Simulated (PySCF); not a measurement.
Scan of HF₂ (anion, charge -1), singlet: collinear F-H-F surface. Scanned: F-H distance and H-F distance.

Level of theory: restricted LDA (SVWN5)/6-31G*, spherical d (PySCF).

Energy in kcal/mol above the lowest grid point; x is the F-H distance (Å), y the H-F distance (Å).

```
y \ x   0.81   0.87  0.95  1.03  1.11  1.21  1.31  1.42  1.57   1.76   1.99   2.33   2.75
-----  -----  -----  ----  ----  ----  ----  ----  ----  ----  -----  -----  -----  -----
2.75    67.6   55.2  49.5  51.0  56.3  65.2  75.0  85.5  98.7  113.0  127.0  141.7  153.0
2.33    56.4   43.5  37.2  38.2  43.2  51.9  61.6  72.3  85.7  100.5  114.8  130.0  141.7
1.99    47.1   33.4  26.0  26.1  30.2  38.1  47.1  57.2  70.3   84.9   99.3  114.8  127.0
1.76    41.2   26.6  18.2  17.2  20.3  27.1  35.2  44.5  56.8   70.8   84.9  100.5  113.0
1.57    37.7   22.0  12.2   9.8  11.8  17.2  24.3  32.6  43.7   56.8   70.3   85.7   98.7
1.42    37.3   20.3   8.7   4.9   5.5   9.6  15.4  22.6  32.6   44.5   57.2   72.3   85.5
1.31    39.6   21.1   7.9   2.6   1.8   4.5   9.2  15.4  24.3   35.2   47.1   61.6   75.0
1.21    45.0   24.8   9.4   2.2   0.0   1.1   4.5   9.6  17.2   27.1   38.1   51.9   65.2
1.11    55.9   33.0  14.6   5.1   0.9   0.0   1.8   5.5  11.8   20.3   30.2   43.2   56.3
1.03    70.9   45.0  23.4  11.3   5.1   2.2   2.6   4.9   9.8   17.2   26.1   38.2   51.0
0.95    94.6   64.7  38.8  23.4  14.6   9.4   7.9   8.7  12.2   18.2   26.0   37.2   49.5
0.87   131.8   96.3  64.7  45.0  33.0  24.8  21.1  20.3  22.0   26.6   33.4   43.5   55.2
0.81   172.6  131.8  94.6  70.9  55.9  45.0  39.6  37.3  37.7   41.2   47.1   56.4   67.6
```

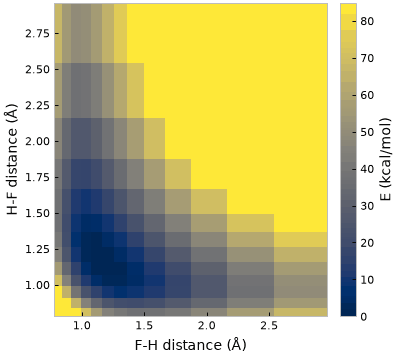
Figure: Energy surface, cut off at 85 kcal/mol.

Points that lie below all their neighbours on the grid: x = 1.21, y = 1.11 (0.0 kcal/mol).
